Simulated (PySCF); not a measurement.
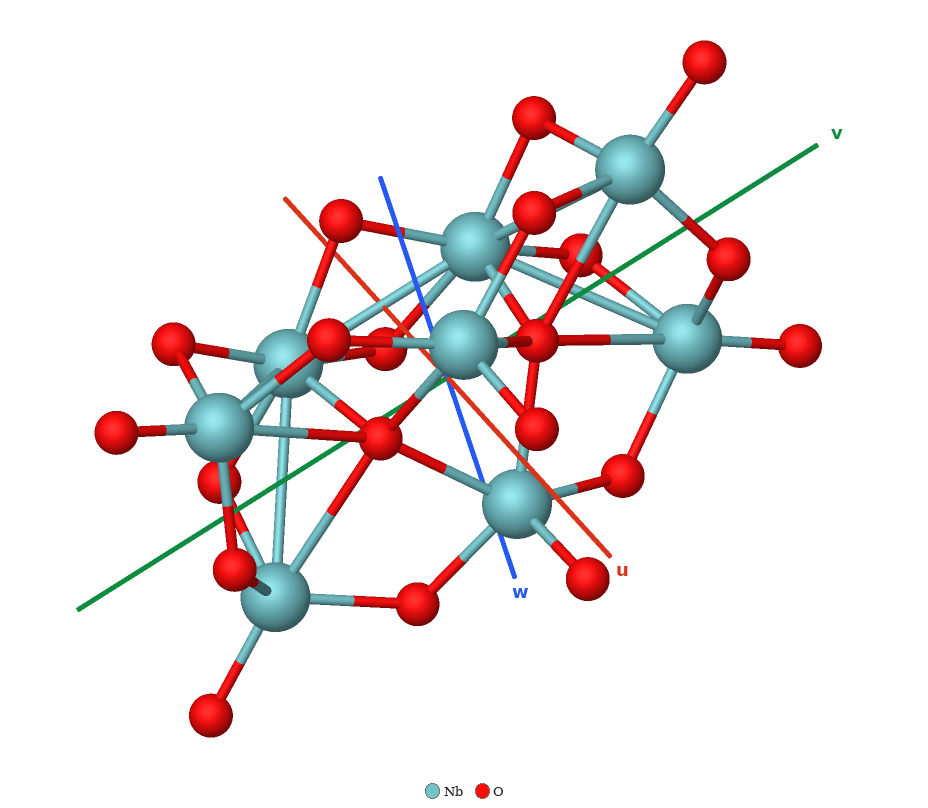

The lines u, v and w are the principal axes of the static dipole polarisability. The species is neutral and a spin singlet. The computed structure is the end point of a GFN1-xTB optimisation. No frequency run is at hand to confirm it as a minimum. Method: CAM-B3LYP/def2-SVP, core potentials on Nb (PySCF 2.14.0).

> Along which axis is the molecule most polarisable, and along which least?

Most along v, least along u.

> Give the three principal values.

u 198.4, v 352.6, w 255.0 bohr³; mean 268.6, anisotropy 135.1 bohr³.

The geometry is semi-empirical. Around Nb such bond lengths and angles can be off by a tenth of an ångström or more and by several degrees, and values that hang on the shape move with them.
